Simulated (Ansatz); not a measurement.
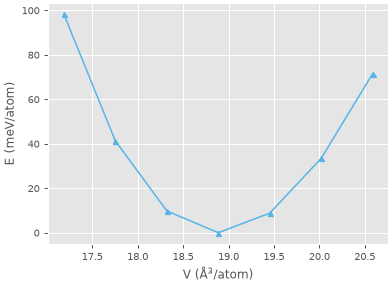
Ta₃Sn in space group Fm-3m (No. 225; Sn on 4a, Ta on 4b, Ta on 8c) under volume change, PBE in the plane-wave PAW code Ansatz, scaled uniformly.

What does a third-order Birch–Murnaghan fit give for V₀, B₀ and B′?

V₀ = 18.89 Å³/atom, B₀ = 174 GPa, B′ = 4.3.

A made-up cell: these elements were put on the sites of a structure type; neither database checked (COD, Materials Project) lists it. COD files the formula under space group No. 223, so this cell is another polymorph or a model. Whether it is the stable phase at ambient conditions was not checked. Symmetry was held in the PBE relaxation; whether a distortion lowers the energy is not shown. The run is not spin-polarised. Spin–orbit coupling is left out wherever it is not named.

Potentials: the earlier of the program's two PAW sets.
